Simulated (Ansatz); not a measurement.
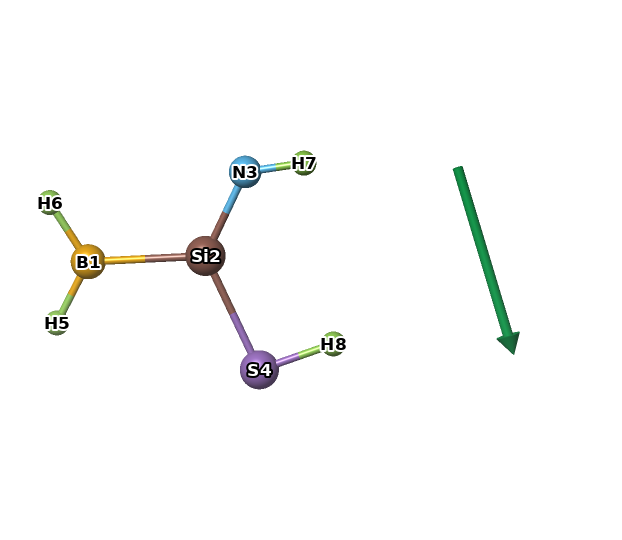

The arrow beside the molecule shows the direction of the dipole moment, from the negative to the positive end (its length means nothing). The geometry was computed by an optimisation with PBE0-D4/def2-TZVP. No frequency run is at hand to confirm it as a minimum. Properties computed with RKS PBE0-D4/def2-TZVP (Ansatz 0.2.0).

Question: How large is the dipole moment?

Answer: 1.62 D; it points from the side of H6 to the side of S4, H8 (the outermost atoms at the two ends).
